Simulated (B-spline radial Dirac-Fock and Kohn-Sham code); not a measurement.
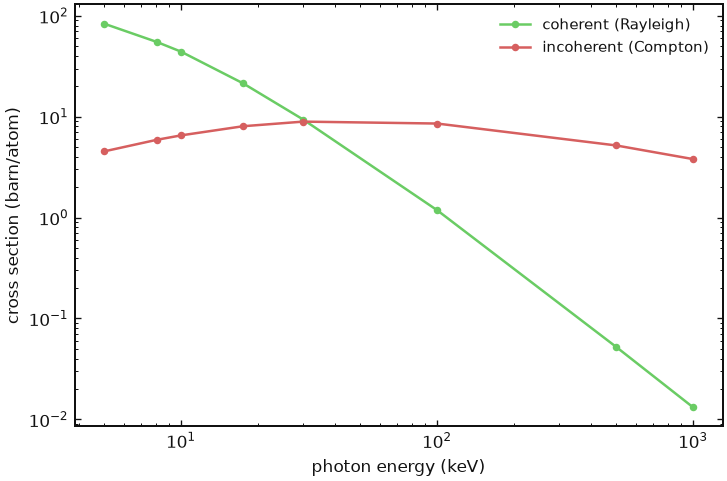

Coherent and incoherent photon scattering cross sections against photon energy, computed at the marked points and joined by straight lines. Species: Cl⁻. The calculation used Thomson × f² and Klein–Nishina × S on Dirac–Fock densities, without anomalous dispersion (a B-spline radial atomic code).

Coherent scattering falls from 83.6 b at 5.00 keV to 0.0132 b at 1.00 MeV. Incoherent scattering is largest at 30.0 keV among the points computed (8.93 b), and it overtakes the coherent part between 30.0 keV and 100 keV.
